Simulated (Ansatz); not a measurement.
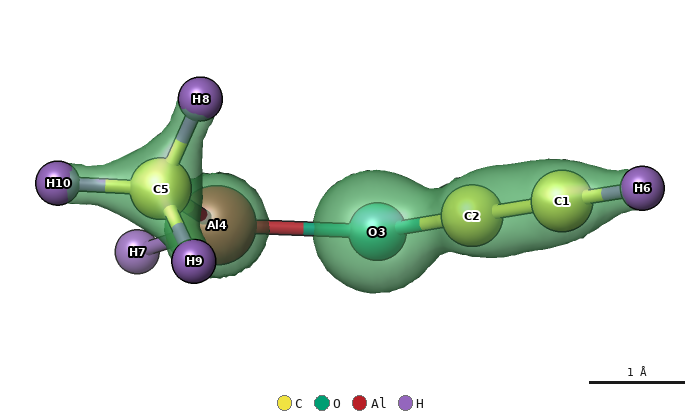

*C3H5AlO (SMILES C#C[O][AlH][CH3]). Isosurface of the electron density at 1.5 e/Å³ (green), seen from one side.*

Geometry: PBE0-D4/def2-TZVP.

Computed with RKS PBE0-D4/def2-TZVPP (Ansatz 0.2.0).

```json
{"atom": "C", "x (Å)": "0.0996", "y (Å)": "-1.2130", "z (Å)": "2.4773"}
{"atom": "C", "x (Å)": "-0.5855", "y (Å)": "-0.9246", "z (Å)": "1.5334"}
{"atom": "O", "x (Å)": "-1.3330", "y (Å)": "-0.6264", "z (Å)": "0.5364"}
{"atom": "Al", "x (Å)": "-0.9798", "y (Å)": "0.2006", "z (Å)": "-0.9427"}
{"atom": "C", "x (Å)": "0.8277", "y (Å)": "0.8237", "z (Å)": "-1.2316"}
{"atom": "H", "x (Å)": "0.6949", "y (Å)": "-1.4732", "z (Å)": "3.3172"}
{"atom": "H", "x (Å)": "-2.2497", "y (Å)": "0.3229", "z (Å)": "-1.8641"}
{"atom": "H", "x (Å)": "1.5379", "y (Å)": "-0.0054", "z (Å)": "-1.1552"}
{"atom": "H", "x (Å)": "1.1126", "y (Å)": "1.5467", "z (Å)": "-0.4609"}
{"atom": "H", "x (Å)": "0.9584", "y (Å)": "1.2977", "z (Å)": "-2.2069"}
```

How is the density connected at this value?

At this value the surface falls into four separate pieces. It bridges the sampled C–C (1.20 Å) and C–O (1.28 Å) contacts, where the density stays above the isovalue. It is pinched off along the sampled Al–O (1.73 Å) and C–Al (1.93 Å) contacts. On the grid the lowest density along these lines, outside the cores, is 2.7 e/Å³ (C–C, 1.20 Å), 2.3 e/Å³ (C–O, 1.28 Å), 0.69 e/Å³ (Al–O, 1.73 Å) and 0.66 e/Å³ (C–Al, 1.93 Å).
